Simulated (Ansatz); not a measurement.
**CH₅ClGe···H₂: density, localisation and related maps**

Input file:

```
crystal:
  periodic: [false, false, false]
  atoms:
    - { symbol: Ge, position_ang: [0.298842, -0.279529, -0.602059] }
    - { symbol: H, position_ang: [-1.245576, -0.507428, 1.675105] }
    - { symbol: H, position_ang: [1.174358, -0.308025, -1.878848] }
    - { symbol: C, position_ang: [-0.438987, 1.512017, -0.295542] }
    - { symbol: H, position_ang: [-1.38821, 1.4407, 0.249393] }
    - { symbol: H, position_ang: [0.250964, 2.148842, 0.274921] }
    - { symbol: H, position_ang: [-0.613946, 1.989123, -1.270228] }
    - { symbol: H, position_ang: [-0.737396, -1.426319, -0.616182] }
    - { symbol: Cl, position_ang: [1.719373, -0.720305, 1.037129] }
    - { symbol: H, position_ang: [-0.650022, -0.624675, 2.049711] }
basis:
  gaussian: { orbitals: def2-mTZVP }
hamiltonian:
  xc: pbe
  dispersion: d4
relax:
  f_tol: 0.03
  max_steps: 50
output:
  orbitals: {}
```

Launched as:

```sh
ansatz run input.yaml --threads 2 --pin off --max-ram 3072MiB --backend cpu --events-out ev --progress --plain --runs-dir out
```

The fields are those of the run's last geometry, not of the input's.

Method: Ansatz, RKS PBE-D4/def2-mTZVP.

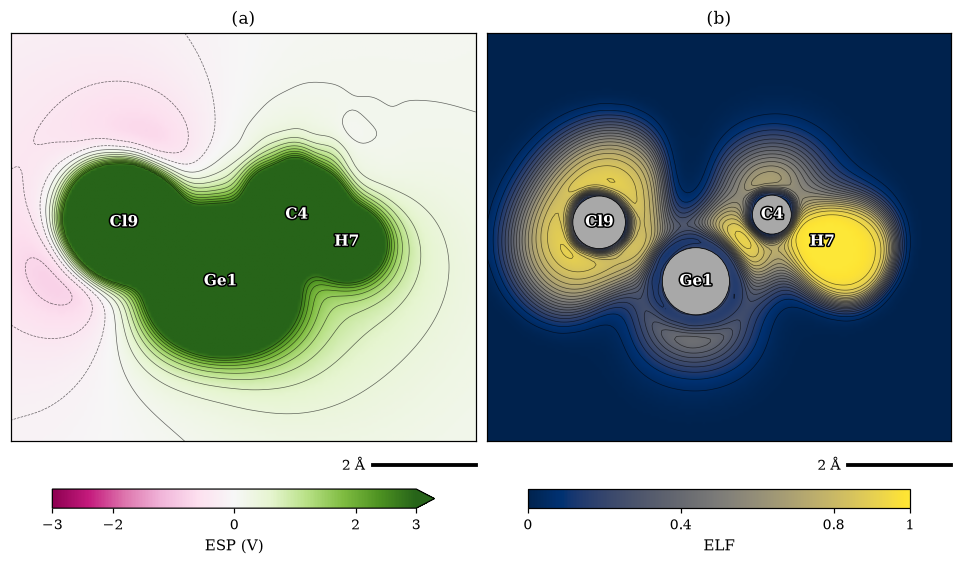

Figure 1. (a) electrostatic potential; (b) ELF on the plane of atoms Ge1, C4 and H7. Grey discs cover the atomic cores in the ELF map.

Q: Describe what can be read from this map.

A:
- The plane passes through Ge, C, H and Cl nuclei.
- C–Ge (1.96 Å): the ELF peaks at about 0.90 in the valence shell of C, 0.7 Å from its nucleus, and is about 0.70 at the midpoint.
- Ge–Cl (2.20 Å): the ELF peaks at about 0.85 in the valence shell of Cl, 0.9 Å from its nucleus, and is about 0.70 at the midpoint.
- C–H (1.10 Å): the ELF climbs to about 1 towards the hydrogen, as it does in any bond to H; a covalent bond by its length.
- The ELF also peaks beside Cl9, away from the bonds: lone-pair regions.
- Outside the dense part of the complex the potential is most negative (−0.8 V) near Cl9.

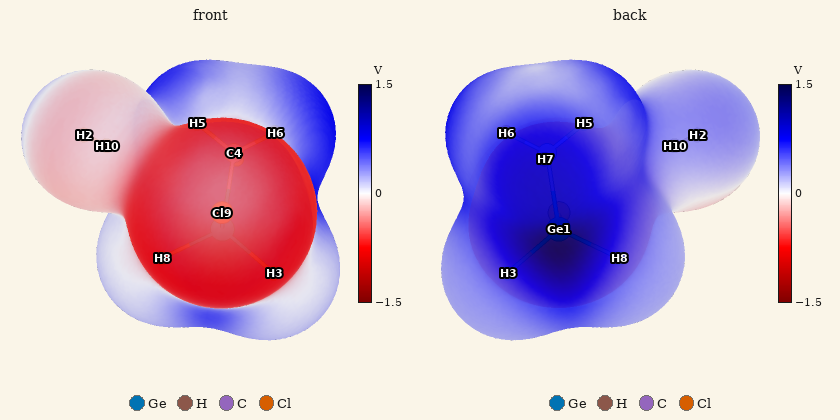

Figure 2. The molecular electrostatic potential painted on the density surface at 0.001 e/bohr³, seen from the front and from behind; the colour scale runs from red (negative) to blue (positive).

Q: Which sites attract a positive test charge, and which a negative one?

A: A positive charge is drawn to the negative regions and a negative charge to the positive ones. The most negative region (about −0.7 V) lies over Cl9, the most positive (about +1.3 V) over Ge1.

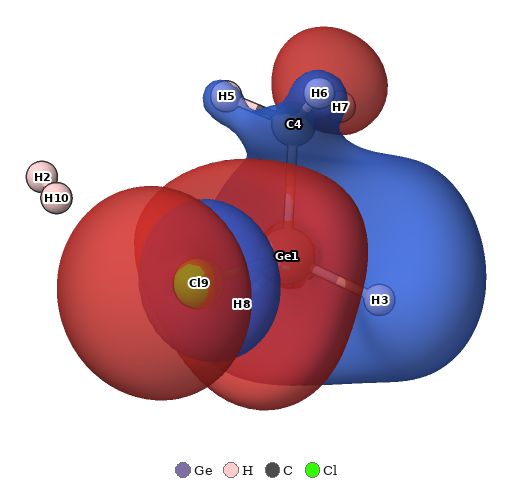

Figure 3. The LUMO at ±0.05 Å⁻³ᐟ² (red and blue are the two phases), seen at a tilt.

Q: Describe this orbital and give its energy.

A: By Hirshfeld shares it lies mainly on Ge1 (about 45 %), Cl9 (about 30 %) and H8 (about 5 %). Its energy is −0.98 eV.
